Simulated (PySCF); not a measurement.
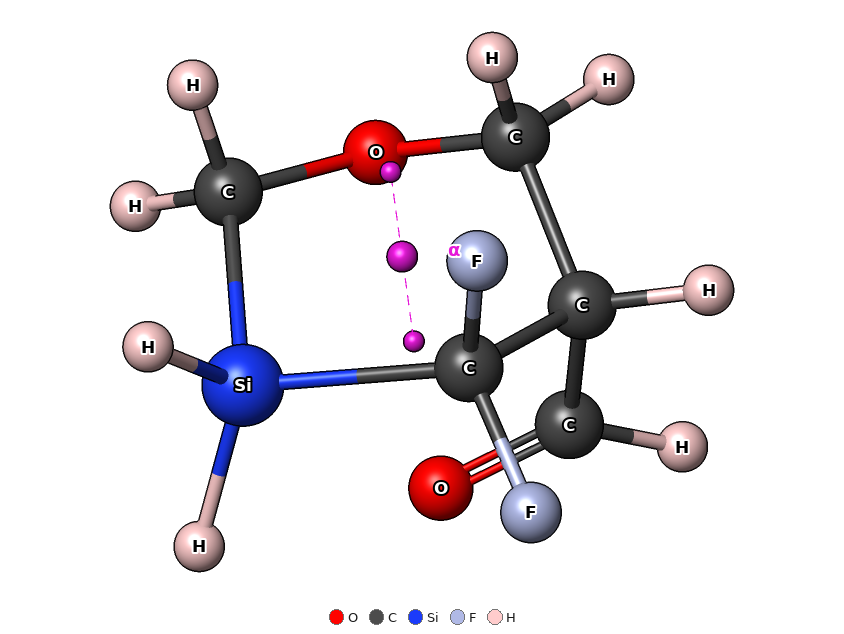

The small points mark where nucleus-independent chemical shifts (NICS) were computed: at the centre of each lettered ring and 1 Å above and below it. The geometry was computed by an optimisation with GFN2-xTB. No frequency run is at hand to confirm it as a minimum. Level of theory: GIAO PBE0/pcSseg-1 NMR shielding, non-relativistic, gas phase (PySCF 2.14.0).

Give NICS(0), NICS(1) and the out-of-plane component NICS(1)zz for each ring (means of the two sides).

```csv
ring,members,NICS(0),NICS(1),NICS(1)zz
α,C4OSi,−2.2,−2.0,−1.1
```

Values in ppm.

Question. What do the values say about the ring currents?

Answer. Ring α: weak, as in a non-aromatic ring. NICS is one index among several.

The geometry is semi-empirical. Around Si such bond lengths and angles can be off by a tenth of an ångström or more and by several degrees, and values that hang on the shape move with them.
